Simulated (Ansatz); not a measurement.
# Calculations on MgN$_{2}$H$_{7}$Cl

Part 1: Relaxation

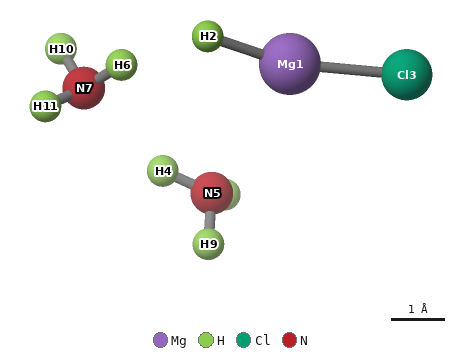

Starting structure of MgN2H7Cl. A ball-and-stick model, seen at a tilt.

The run prepares an end point of a later path (reaction) calculation, from a guessed geometry.

Computed with UKS B3LYP/6-31G* in Ansatz.

Input file:
```yaml
crystal:
  periodic: [false, false, false]
  atoms:
    - { symbol: Mg, position_ang: [-0.948246, -2.024162, -0.985387] }
    - { symbol: H, position_ang: [-0.157091, -0.870058, -1.982589] }
    - { symbol: Cl, position_ang: [-1.975147, -3.89471, -0.36425] }
    - { symbol: H, position_ang: [0.281208, 0.570727, 1.197635] }
    - { symbol: "N", position_ang: [0.020016, -0.248502, 1.748959] }
    - { symbol: H, position_ang: [0.401877, 0.861763, -1.354403] }
    - { symbol: "N", position_ang: [0.629699, 1.691139, -0.796943] }
    - { symbol: H, position_ang: [-0.720701, 0.032271, 2.385477] }
    - { symbol: H, position_ang: [0.818303, -0.511805, 2.322279] }
    - { symbol: H, position_ang: [0.055494, 2.456629, -1.152622] }
    - { symbol: H, position_ang: [1.594689, 1.936508, -1.018357] }
magnetization:
  spin_polarized: true
basis:
  gaussian: { orbitals: "6-31G*" }
hamiltonian:
  xc: b3lyp
relax:
  f_tol: 0.03
  max_steps: 50
```

Command:
```bash
ansatz run input.yaml --threads 2 --pin off --max-ram 3072MiB --backend cpu --events-out ev --progress --plain --runs-dir out
```

**Predict the outcome.**

The largest move after the best rigid fit is that of Cl3, 0.89 Å. Largest moves by element: Cl 0.89 Å, H 0.67 Å, Mg 0.66 Å, N 0.62 Å. Some distances before and after: Mg1–N5 3.401 → 2.152 Å, Mg1–H4 3.607 → 2.646 Å, Mg1–Cl3 2.222 → 2.257 Å, H4–N5 1.021 → 1.043 Å. New bonds form, among them: Mg1–N5 (3.40 → 2.15 Å). Among the angles between lasting bonds that change: H2–Mg1–Cl3 160.1° → 142.8°. Over 12 geometry steps the energy falls by 23.3 kcal/mol. Largest force component: 0.4 eV/Å at the start, 0.0061 eV/Å at the end. The run took 29 s on 2 threads of AMD EPYC 9R14 (Zen 4) (shared host), peak memory 0.24 GiB.

The structure at the end:

```xyz
11

Mg   -0.7054   -1.7336   -0.4405
H    -0.2155   -1.0028   -1.9385
Cl   -1.7645   -3.5293    0.4229
H     0.1878    0.4510    0.7549
N    -0.1350   -0.4430    1.1841
H     0.4968    1.0523   -1.3986
N     0.6742    1.7090   -0.6336
H    -0.8983   -0.2389    1.8305
H     0.6252   -0.8090    1.7591
H     0.0932    2.5277   -0.8111
H     1.6415    2.0162   -0.7294
```

The end point in the same view:

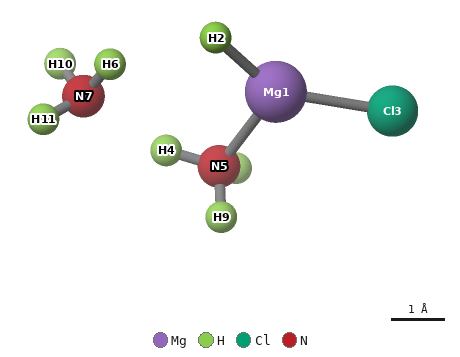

Part 2: Relaxation

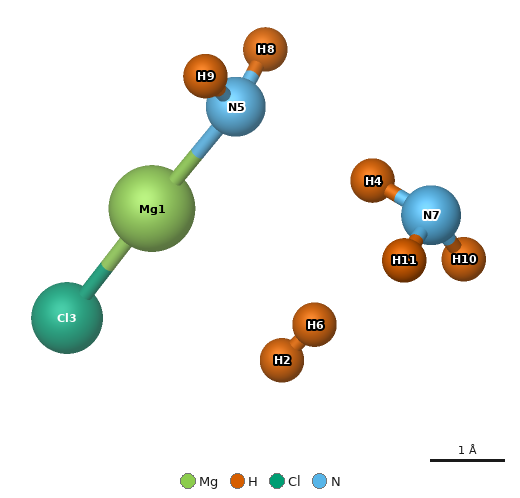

MgN$_{2}$H$_{7}$Cl, before the relaxation. A ball-and-stick model, seen at a tilt.

The run prepares an end point of a later path (reaction) calculation, from a guessed geometry.

These are results of Ansatz, UKS B3LYP/6-31G*, not measurements.

Input file:
```yaml
crystal:
  periodic: [false, false, false]
  atoms:
    - { symbol: Mg, position_ang: [-0.936248, -2.05702, 0.416647] }
    - { symbol: H, position_ang: [0.011233, -0.411345, -1.932088] }
    - { symbol: Cl, position_ang: [-1.876379, -3.622495, -0.823632] }
    - { symbol: H, position_ang: [0.459369, 1.280153, 0.257594] }
    - { symbol: "N", position_ang: [-0.116898, -0.544723, 1.562284] }
    - { symbol: H, position_ang: [0.171567, 0.136692, -1.532307] }
    - { symbol: "N", position_ang: [0.734041, 2.059918, -0.343233] }
    - { symbol: H, position_ang: [-0.702537, -0.139566, 2.2913] }
    - { symbol: H, position_ang: [0.789707, -0.718341, 1.995086] }
    - { symbol: H, position_ang: [-0.043488, 2.262916, -0.966721] }
    - { symbol: H, position_ang: [1.509733, 1.75361, -0.925131] }
magnetization:
  spin_polarized: true
basis:
  gaussian: { orbitals: "6-31G*" }
hamiltonian:
  xc: b3lyp
relax:
  f_tol: 0.03
  max_steps: 50
```

Command:
```bash
ansatz run input.yaml --threads 2 --pin off --max-ram 3072MiB --backend cpu --events-out ev --progress --plain --runs-dir out
```

What does the optimiser find from here?

The largest move after the best rigid fit is that of H2, 0.43 Å. Largest moves by element: H 0.43 Å, Cl 0.23 Å, Mg 0.20 Å, N 0.15 Å. Among the contacts that change: Mg1–N5 2.067 → 1.906 Å, H2–H6 0.697 → 0.747 Å. Among the angles between lasting bonds that change: Mg1–N5–H8 117.4° → 122.6°, Mg1–N5–H9 117.6° → 122.6°. The energy falls by 0.263 eV in 7 accepted moves (8 points after the start). Largest force component: 1.8 eV/Å at the start, 0.0041 eV/Å at the end. The line search rejected the trial step at point 3 of the run. Cost: 21 s on 2 threads of AMD EPYC 9R14 (Zen 4), with other jobs on the host, peak memory 0.25 GiB.

Step by step:

```
step  E − E(0), eV  largest force component, eV/Å      note
   0        0.0000                         1.8030          
   1       -0.2175                         0.5600          
   2       -0.2469                         0.2484          
   3       -0.2469                         0.4363  rejected
   4       -0.2554                         0.1976          
   5       -0.2588                         0.1408          
   6       -0.2629                         0.0586          
   7       -0.2632                         0.0379          
   8       -0.2634                         0.0041
```

The structure at the end:

```xyz
11

Mg   -0.8450   -1.8797    0.3761
H    -0.1805   -0.7809   -2.0526
Cl   -1.7421   -3.4474   -0.8961
H     0.4680    1.2871    0.3644
N    -0.1233   -0.5463    1.5313
H     0.0397   -0.1859   -1.6575
N     0.7613    2.0948   -0.1957
H    -0.6910   -0.0392    2.2057
H     0.8077   -0.6169    1.9345
H    -0.0156    2.3314   -0.8112
H     1.5208    1.7827   -0.7991
```

The end point in the same view:

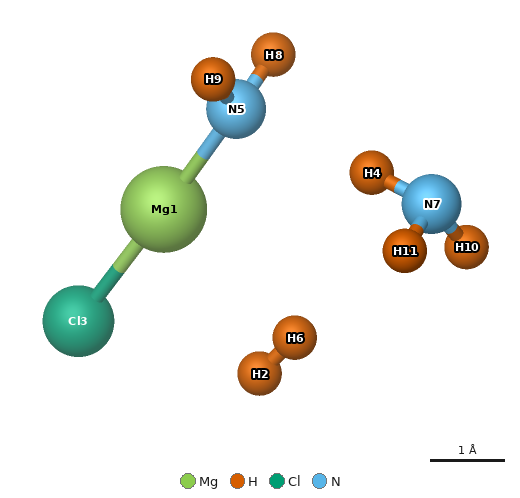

Part 3: Path

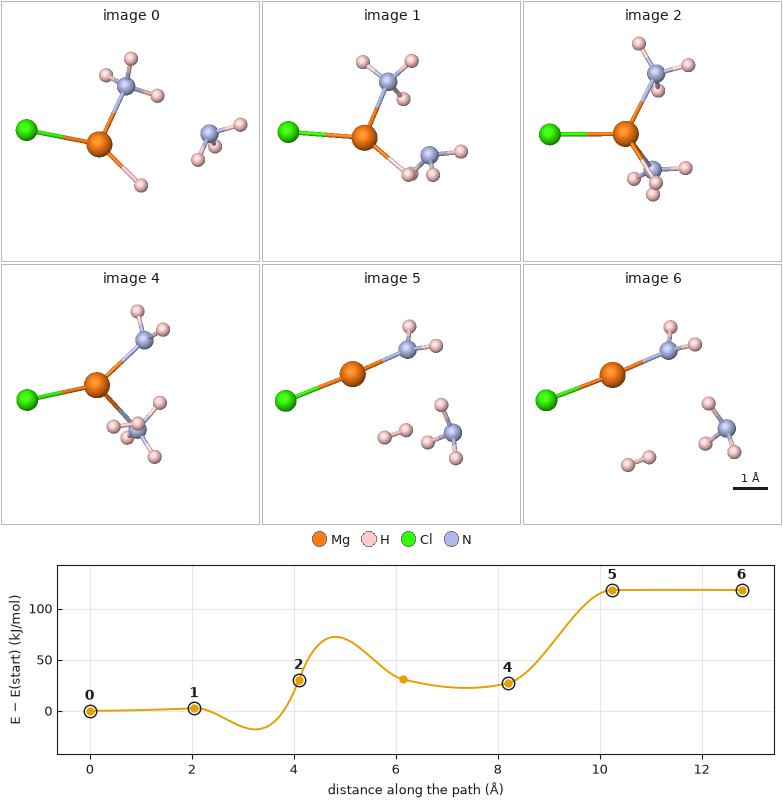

A search for the minimum-energy path of MgN$_{2}$H$_{7}$Cl by the nudged elastic band. Images are numbered from 0 (start) to 6 (end). The picture is a ball-and-stick view, seen at a tilt.

Theory: UKS B3LYP/6-31G* (Ansatz 0.2.0). Set-up: 5 movable images; climbing image; force threshold 0.05 eV/Å; iteration limit 60; starting path through a guess of the saddle point.

### What happens along the path, and what is the barrier?

Breaking: 2 H–N (1.02–1.04 → 2.25–2.80 Å), H–Mg (1.74 → 2.75 Å). Forming: H–H (2.24 → 0.75 Å), H–N (1.94 → 1.03 Å). Relative to the start the highest point is image 6 at +118.1 kJ/mol and the end lies at +118.1 kJ/mol, but the profile dips to +27.1 kJ/mol at image 4 on the way, so there is an intermediate minimum on the way. The band converged in 43 iterations. The largest component of the band force went from 5.8 to 0.047 eV/Å.

Cost: 7.4 min on 2 threads of AMD EPYC 9R14 (Zen 4) (shared host), peak memory 0.25 GiB.
